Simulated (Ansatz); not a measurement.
**Moving the knobs of a GW run on CdTe (F-43m)**

Aim: change settings of a G0W0 run on CdTe (F-43m) and see what moves.

Program: Ansatz 0.2.0. Level of theory: G0W0 on PBE, plane waves, PAW; PAW set soft_1. Results are calculated unless marked as measured.

## (1) Set-up

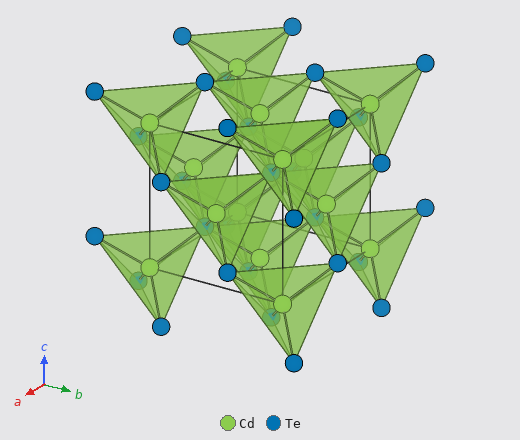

Start, viewed from a free direction; cadmium green, tellurium blue. This picture shows the conventional cell, with its axes. Some periodic images of atoms are drawn too.

As a file:

```cif
data_structure
_symmetry_space_group_name_H-M 'F-43m'
_symmetry_Int_Tables_number 216
_cell_length_a 6.4800
_cell_length_b 6.4800
_cell_length_c 6.4800
_cell_angle_alpha 90.000
_cell_angle_beta 90.000
_cell_angle_gamma 90.000
_cell_volume 272.10
loop_
_atom_site_label
_atom_site_type_symbol
_atom_site_symmetry_multiplicity
_atom_site_Wyckoff_symbol
_atom_site_fract_x
_atom_site_fract_y
_atom_site_fract_z
_atom_site_occupancy
Cd1 Cd 4 a 0.00000 0.00000 0.00000 1
Te1 Te 4 d 0.25000 0.25000 0.75000 1
```

The cell and positions come from the Crystallography Open Database and are kept as given unless a step says otherwise. Spin-orbit coupling is left out unless a step names it.

## (2) The base run: 4×4×4 mesh, 154 empty bands, screening to 100 eV, PAW set soft_1 files

G0W0 replaces the xc potential by the self-energy, built once from these orbitals. Only a window of levels is corrected, while the sums run over the empty bands that the input names. This step takes PAW set soft_1 files.

Contents of input.yaml:

```yaml
crystal:
  lattice:
    - [0.0, 3.24, 3.24]
    - [3.24, 0.0, 3.24]
    - [3.24, 3.24, 0.0]
  atoms:
    - { symbol: Cd, position: [0.0, 0.0, 0.0] }
    - { symbol: Te, position: [0.25, 0.25, 0.25] }
kpoints:
  mp_grid: { grid: [4, 4, 4] }
hamiltonian:
  xc: pbe
  pseudopotentials: { kind: paw, azcp: { folder: soft_1 } }
scf:
  occupations: { method: fixed }
gw:
  n_empty_bands: 154
  ecut_chi: 100
  qp_bands: [v2, c2]
  qp_kpoints: band_edges
  screening: { model: contour_deformation }
```

On the command line:

```
$ ansatz run input.yaml --threads 3 --pin off --max-ram 92160MiB --backend cuda --events-out ev --progress --plain --runs-dir out --devices 1 --max-vram 13GiB
```

Numbers of over 12 decimals in the logs are rounded to 6 here.

Log:

```text
GPUs: using 1 of 1 available (devices: 1).
Engine: ansatz 0.2.0, x86_64-unknown-linux-gnu
Pseudopotentials: kind: paw
Pseudopotential: Cd, paw, valence charge 20, recommended cutoff 420 eV (normal), soft_1/Cd.paw.azcp
Pseudopotential: Te, paw, valence charge 16, recommended cutoff 420 eV (normal), soft_1/Te.paw.azcp
Functional definition: PBE
  parameter kappa = 0.804
  parameter beta = 0.066725
  exchange = pbe_x(kappa = kappa, mu = beta*pi^2/3)
  correlation = pbe_c(beta = beta)
device memory: the entry about to start is reckoned to put 1.1 GiB on a device that reports 36.7 GiB free (of which the cap on the GPU budget leaves the run 13.0 GiB)
GPU FFT provider: cuFFT
GPU libraries: cuBLAS 13.8.2, cuFFT 12.4.0, cuSOLVER 12.3.4
Crystal: 2 atoms, lattice volume = 68.024 Å³
Basis set: ecut = 420 eV, 1363 PW (Γ)
Bands: 22, of which v1, the nominal top of the filled ones, is band 18 counted from 1 (17 counted from 0)
Symmetry: 24 space group operations
Space group: F-43m (ITA 216), of the structure as read, at distance tolerance 4.1e-5 Å
k-points: 8 of 64 (time reversal used)
Non-local potential: Cd, projectors of the file, l = 0: 3, l = 1: 2, l = 2: 2, l = 3: 1
Non-local potential: Te, projectors of the file, l = 0: 2, l = 1: 2, l = 2: 2, l = 3: 1
PAW form: soft (Blöchl's): semilocal exchange-correlation on the pseudo side does not see the compensation charge
PAW one-centre angular grid: Cd, 590 points (default); XC on 64 Gauss nodes
PAW one-centre angular grid: Te, 590 points (default); XC on 64 Gauss nodes
Initial density: superposition of atomic densities (chi_scale 0.1, normalization cell, long waves kept (reshape's long-wave potential 0.00 eV rms))
Initial wavefunctions: pseudopotential atomic-orbital guess
GPU buffer pool allocated for 32768 grid points (all kernels)
GPU transforms: local potential and band sums: pruned to the plane-wave sphere, on 30×32×32
Functional: x = pbe(κ = 0.804, μ = 0.219515), c = pbe(β = 0.066725)
SCF iter   1: F=—  HF=-15235.429300 eV  |F-HF|=—  |Δ(HF+E_count)|=         —  Δρ=2.14e-2  dr2=2.13e-1  ethr=3.10e-3  ⟨swp⟩=4.6  Hψ=693  notcnv=0  defer=13
preconditioner: auto → none  [insulator: Δε(μ)=0.675 eV  Ē_g=11.547 eV  n_scr=14 (ndim 8)  ℏωp=19.1 eV  f_vac=0.156  ε∞_Penn≈3.7]
SCF iter   2: F=—  HF=-15235.406208 eV  |F-HF|=—  |Δ(HF+E_count)|=   2.31e-2  Δρ=9.02e-3  dr2=4.50e-2  ethr=5.93e-4  ⟨swp⟩=3.6  Hψ=410  notcnv=0  defer=11
SCF iter   3: F=—  HF=-15235.409749 eV  |F-HF|=—  |Δ(HF+E_count)|=   3.54e-3  Δρ=4.38e-3  dr2=8.37e-3  ethr=1.25e-4  ⟨swp⟩=2.9  Hψ=268  notcnv=0  defer=13
SCF iter   4: F=—  HF=-15235.410429 eV  |F-HF|=—  |Δ(HF+E_count)|=   6.80e-4  Δρ=5.89e-4  dr2=8.66e-5  ethr=2.32e-5  ⟨swp⟩=2.5  Hψ=328  notcnv=0  defer=12
[...]
E_nonlocal   = 186.737276
  E_hartree    = 2737.292735
  E_xc         = -278.864804
  E_vxc        = -297.875958  (∫ρ·V_xc dr)
  E_paw        = -8772.294278  (= ΣΔE_a)
  E_vpaw       = -956.431572  (= ΣTr[D̂ρ^β])
  E_aug_tail   = 0.000394  (compensation charges beyond the density's cutoff)
  E_ewald      = -3912.024287
  E_smearing   = -0.000000  (= −TS)
  E_closure    = 0.000000  (closes the sum)
  Σ components = -15235.410497   (vs F -15235.410497, Δ=0.00e0)
--- Band table (eV; the first three rows and the last of 8) ---
  k-point 0: bands = [... 14 lower, -0.5667, 7.4836, 7.4836, 7.4836, 8.2436, 12.0835, 12.0835, 12.0835]
  k-point 1: bands = [... 14 lower, -0.5670, 4.7536, 7.0541, 7.0541, 9.4647, 12.6353, 12.6353, 12.8449]
  k-point 2: bands = [... 14 lower, -0.2096, 3.0530, 6.7070, 6.7070, 9.2939, 12.6758, 12.6758, 14.5445]
  k-point 7: bands = [... 14 lower, 0.0130, 3.2904, 5.1585, 5.2837, 11.7323, 12.1630, 13.0387, 13.7932]
--- G₀W₀: contour deformation, 7 samples at zero and on the imaginary axis and 2 off it, 64 q-points, 154 empty bands' worth ---
  eigenvalues of the whole cell's RPA ε∞ on this k-mesh (on a slab, of 1 + 4πα/V) = 26.2194, 26.2194, 26.2194; static W/v taken at q = 0 is 0.038140
  bands read: the sum over 172 bands ends inside a degenerate multiplet in 3 slots, whose members it reads at an even weight; the widest, k=0: bands 171 to 173 (counted from 1) at 2/3 each
  gw.qp_kpoints: band_edges: 5 of 8 stored k-points solved, in 1 pass; an edge of the gap read off the rows below is read off those points alone
    valence top: of the k-points left out ik 5 came nearest to being solved in a further pass, in band 18 (counted from 1, as in the quasiparticle table): it holds the edge there only if its correction is more favourable than any solved in that band by at least 0.808 eV; those differ by 0.131 eV
    conduction bottom: of the k-points left out ik 4 came nearest to being solved in a further pass, in band 19 (counted from 1, as in the quasiparticle table): it holds the edge there only if its correction is more favourable than any solved in that band by at least 1.922 eV; those differ by 0.295 eV
    ik  band        ε_KS         Σx   Σc(E_QP)       V_xc       Z   E_QP_lin       E_QP  E_QP is
     0    17      7.4836   -17.9267     1.5818   -15.8956  0.7371     7.0204     7.0344  root
     0    18      7.4836   -17.9267     1.5818   -15.8956  0.7371     7.0204     7.0344  root
     0    19      8.2436    -9.3527    -3.8037   -13.3171  0.7590     8.4056     8.4043  root
     0    20     12.0835    -6.6240    -4.1362   -10.8587  0.7405    12.1825    12.1820  root
     1    17      7.0541   -17.3052     1.6717   -15.1479  0.7338     6.5509     6.5684  root
     1    18      7.0541   -17.3052     1.6717   -15.1479  0.7338     6.5509     6.5684  root
     1    19      9.4647    -8.7070    -3.8480   -12.7008  0.7531     9.6115     9.6104  root
     1    20     12.6353    -6.7439    -4.2702   -11.1248  0.7367    12.7466    12.7459  root
[...]
6    17      5.6167   -15.6897     2.1109   -12.9983  0.7148     5.0044     5.0363  root
     6    18      5.6167   -15.6897     2.1109   -12.9983  0.7148     5.0044     5.0363  root
     6    19     10.0843    -5.9179    -3.5877    -9.3846  0.7624     9.9639     9.9632  root
     6    20     10.1522    -8.1022    -3.7665   -11.9523  0.7519    10.2362    10.2359  root
[key lines of the parts left out:]
SCF converged after 7 iterations
Free energy (F): -15235.410497 eV
Fermi energy:    7.483641 eV
```

Elapsed: 15 s, on 1 × NVIDIA H100 80GB HBM3 (shared by 6 runs) with 3 threads of AMD EPYC 7R13 (Zen 3), shared host; peak memory 1.1 GiB; 9.6 s of CPU time.

This step gave:

```yaml
bands_summed: 172
rpa_eps_infinity_on_this_mesh_eigenvalues: 26.22, 26.22, 26.22
plane_waves_in_the_screening_matrix: 169
q_points_in_the_mesh: 64
g0w0_gap_on_the_mesh: 1.370 eV
k_of_the_valence_top: 0, 0, 0
k_of_the_conduction_bottom: 0, 0, 0
starting_gap_on_the_mesh: 0.7600 eV
z_at_the_valence_top: 0.7371
z_at_the_conduction_bottom: 0.7590
least_direct_g0w0_gap_on_the_computed_points: 1.370 eV
```

The gap on the mesh goes from 0.76 eV to 1.37 eV, a correction of +0.61 eV. Between the two edge states, bare exchange in place of the xc potential would open the gap by 6.00 eV, and correlation takes back 5.39 eV.

## (3) Variant: coarser q mesh

Edit input.yaml of step 2 so:

```diff
@@ -21 +21,2 @@
   screening: { model: contour_deformation }
+  q_mesh: [2, 2, 2]
```

Log:

```text
GPUs: using 1 of 1 available (devices: 1).
[...]
GPU FFT provider: cuFFT
GPU libraries: cuBLAS 13.8.2, cuFFT 12.4.0, cuSOLVER 12.3.4
Crystal: 2 atoms, lattice volume = 68.024 Å³
Basis set: ecut = 420 eV, 1363 PW (Γ)
Bands: 22, of which v1, the nominal top of the filled ones, is band 18 counted from 1 (17 counted from 0)
[... 1 set-up line as in the run before ...]
[...]
k-points: 8 of 64 (time reversal used)
[...]
GPU buffer pool allocated for 32768 grid points (all kernels)
[...]
SCF iter   1: F=—  HF=-15235.429300 eV  |F-HF|=—  |Δ(HF+E_count)|=         —  Δρ=2.14e-2  dr2=2.13e-1  ethr=3.10e-3  ⟨swp⟩=4.6  Hψ=693  notcnv=0  defer=13
[...]
SCF iter   7: F=-15235.410497 eV  HF=-15235.410497 eV  |F-HF|=1.50e-8  |Δ(HF+E_count)|=   1.78e-7  Δρ=3.60e-6  dr2=1.03e-8  ethr=2.78e-10  ⟨swp⟩=7.9  Hψ=795  notcnv=0
SCF 1 converged in 7 iterations: F = -15235.410497 eV  dr2 = 1.03e-8
[...]
NSCF: frozen V_eff on 8 k-points
[...]
G₀W₀ screening: q 1/3
[... further progress lines ...]
[...]
SCF converged after 7 iterations
Free energy (F): -15235.410497 eV
[...]
Internal energy: -15235.410497 eV  (E = F + TS)
E sigma→0 (E₀):  -15235.410497 eV
Fermi energy:    7.483641 eV
[...]
--- Band table (eV; the first three rows and the last of 8) ---
  k-point 0: bands = [... 14 lower, -0.5667, 7.4836, 7.4836, 7.4836, 8.2436, 12.0835, 12.0835, 12.0835]
  k-point 1: bands = [... 14 lower, -0.5670, 4.7536, 7.0541, 7.0541, 9.4647, 12.6353, 12.6353, 12.8449]
  k-point 2: bands = [... 14 lower, -0.2096, 3.0530, 6.7070, 6.7070, 9.2939, 12.6758, 12.6758, 14.5445]
  k-point 7: bands = [... 14 lower, 0.0130, 3.2904, 5.1585, 5.2837, 11.7323, 12.1630, 13.0387, 13.7932]
[...]
0    17      7.4836   -18.8669     2.5027   -15.8956  0.6934     6.9875     7.0151  root
     0    18      7.4836   -18.8669     2.5027   -15.8956  0.6934     6.9875     7.0151  root
     0    19      8.2436    -8.3708    -4.7550   -13.3171  0.7089     8.4382     8.4349  root
     0    20     12.0835    -6.2104    -4.6153   -10.8587  0.6994    12.1165    12.1164  root
     1    17      7.0541   -18.0587     2.4530   -15.1479  0.6930     6.5705     6.5964  root
     1    18      7.0541   -18.0587     2.4530   -15.1479  0.6930     6.5705     6.5964  root
     1    19      9.4647    -7.8789    -4.6714   -12.7008  0.7069     9.6171     9.6152  root
     1    20     12.6353    -6.5327    -4.5810   -11.1248  0.7007    12.6464    12.6464  root
[...]
6    17      5.6167   -16.1660     2.6390   -12.9983  0.6773     5.0468     5.0881  root
     6    18      5.6167   -16.1660     2.6390   -12.9983  0.6773     5.0468     5.0881  root
     6    19     10.0843    -5.3469    -4.2001    -9.3846  0.7139     9.9240     9.9219  root
     6    20     10.1522    -7.5508    -4.3683   -11.9523  0.7060    10.1855    10.1854  root
```

It took 18 s on 1 × NVIDIA H100 80GB HBM3 (shared by 6 runs) with 3 threads; peak memory 1.1 GiB; 23 s of CPU time.

Against the base:

```csv
setting,base,variant
q mesh,-,"[2, 2, 2]"
```

```
                                    quantity  variant   base
                    starting gap on the mesh    0.760  0.760
                        G0W0 gap on the mesh    1.420  1.370
least direct G0W0 gap on the computed points    1.420  1.370
                        Z at the valence top    0.693  0.737
                  Z at the conduction bottom    0.709  0.759
```

## (4) Variant: low screening cutoff

Edit input.yaml of step 3 so:

```diff
@@ -16,4 +16,4 @@
 gw:
-  n_empty_bands: 154
-  ecut_chi: 100
+  n_empty_bands: 203
+  ecut_chi: 25
   qp_bands: [v2, c2]
@@ -21,2 +21 @@
   screening: { model: contour_deformation }
-  q_mesh: [2, 2, 2]
```

Log:

```text
GPUs: using 1 of 1 available (devices: 1).
[...]
GPU FFT provider: cuFFT
GPU libraries: cuBLAS 13.8.2, cuFFT 12.4.0, cuSOLVER 12.3.4
Crystal: 2 atoms, lattice volume = 68.024 Å³
Basis set: ecut = 420 eV, 1363 PW (Γ)
Bands: 22, of which v1, the nominal top of the filled ones, is band 18 counted from 1 (17 counted from 0)
[... 1 set-up line as in the run before ...]
[...]
k-points: 8 of 64 (time reversal used)
[...]
GPU buffer pool allocated for 32768 grid points (all kernels)
[...]
SCF iter   1: F=—  HF=-15235.429300 eV  |F-HF|=—  |Δ(HF+E_count)|=         —  Δρ=2.14e-2  dr2=2.13e-1  ethr=3.10e-3  ⟨swp⟩=4.6  Hψ=693  notcnv=0  defer=13
[...]
SCF iter   7: F=-15235.410497 eV  HF=-15235.410497 eV  |F-HF|=1.50e-8  |Δ(HF+E_count)|=   1.78e-7  Δρ=3.60e-6  dr2=1.03e-8  ethr=2.78e-10  ⟨swp⟩=7.9  Hψ=795  notcnv=0
SCF 1 converged in 7 iterations: F = -15235.410497 eV  dr2 = 1.03e-8
[...]
G₀W₀ screening: q 1/8
[... further progress lines ...]
[...]
SCF converged after 7 iterations
Free energy (F): -15235.410497 eV
[...]
Internal energy: -15235.410497 eV  (E = F + TS)
E sigma→0 (E₀):  -15235.410497 eV
Fermi energy:    7.483641 eV
[...]
--- Band table (eV; the first three rows and the last of 8) ---
  k-point 0: bands = [... 14 lower, -0.5667, 7.4836, 7.4836, 7.4836, 8.2436, 12.0835, 12.0835, 12.0835]
  k-point 1: bands = [... 14 lower, -0.5670, 4.7536, 7.0541, 7.0541, 9.4647, 12.6353, 12.6353, 12.8449]
  k-point 2: bands = [... 14 lower, -0.2096, 3.0530, 6.7070, 6.7070, 9.2939, 12.6758, 12.6758, 14.5445]
  k-point 7: bands = [... 14 lower, 0.0130, 3.2904, 5.1585, 5.2837, 11.7323, 12.1630, 13.0387, 13.7932]
[...]
0    17      7.4836   -17.9267     1.9610   -15.8956  0.7506     7.4133     7.4135  root
     0    18      7.4836   -17.9267     1.9610   -15.8956  0.7506     7.4133     7.4135  root
     0    19      8.2436    -9.3527    -3.4929   -13.3171  0.7661     8.7306     8.7151  root
     0    20     12.0835    -6.6240    -3.8958   -10.8587  0.7479    12.4301    12.4224  root
     1    17      7.0541   -17.3052     2.0426   -15.1479  0.7467     6.9387     6.9393  root
     1    18      7.0541   -17.3052     2.0426   -15.1479  0.7467     6.9387     6.9393  root
     1    19      9.4647    -8.7070    -3.5450   -12.7008  0.7606     9.9274     9.9135  root
     1    20     12.6353    -6.7439    -4.0471   -11.1248  0.7424    12.9762    12.9690  root
[...]
6    17      5.6167   -15.6897     2.4380   -12.9983  0.7259     5.3593     5.3634  root
     6    18      5.6167   -15.6897     2.4380   -12.9983  0.7259     5.3593     5.3634  root
     6    19     10.0843    -5.9179    -3.5566    -9.3846  0.7655     9.9947     9.9943  root
     6    20     10.1522    -8.1022    -3.5533   -11.9523  0.7590    10.4542    10.4490  root
```

Wall time 12 s (1 × NVIDIA H100 80GB HBM3 (shared by 6 runs) with 3 threads); peak memory 1.1 GiB.

Against the base:

```
              setting  base  variant
          empty bands   154      203
screening cutoff (eV)   100       25
```

| quantity | variant | base |
| --- | --- | --- |
| starting gap on the mesh | 0.760 | 0.760 |
| G0W0 gap on the mesh | 1.302 | 1.370 |
| least direct G0W0 gap on the computed points | 1.302 | 1.370 |
| Z at the valence top | 0.751 | 0.737 |
| Z at the conduction bottom | 0.766 | 0.759 |

## (5) Summary of results

```
base                 : 1.37 eV, 15 s
coarser q mesh       : 1.42 eV, 18 s
low screening cutoff : 1.30 eV, 12 s
```

**Reading.** Coarser q mesh: the gap moves by +0.05 eV; such settings are too crude to quote. Low screening cutoff: the gap moves by −0.07 eV; such settings are too crude to quote. The variant differs from the base in empty bands and screening cutoff together, so the change can't be laid to one of them. All runs here use a coarse mesh and modest cutoffs; they test settings and are not final values. The 4×4×4 mesh is coarse for this cell (its supercell is 18 Å along the shortest edge). The RPA ε∞ on it, from the PBE start, is 26.22; such meshes misread the long-range screening, most where the gap is narrow. The RPA ε∞ on this mesh reaches over 25; with a narrow direct gap a coarse mesh can overstate it, and the correction is then too small. The many-body steps are scalar-relativistic: spin-orbit coupling is not in them.

[Paths, hosts, dates, memory and timing lines, banners, echoed tables and standing remarks are left out of the program output.]

[Logs are printed without paths, hosts, clocks, repeated set-up lines and the standing remarks that a program may print on its own settings, such as how far it seeks lower states.]

[Runs of the session that timed out or met a known fault of the program may be left out.]

[Cells called generated may have been cut or substituted from an entry of the Crystallography Open Database or the Materials Project.]

[Hosts, paths, dates, database ids (printed as entryN), source tags and the programs' standing remarks are cut or masked in the printed files.]
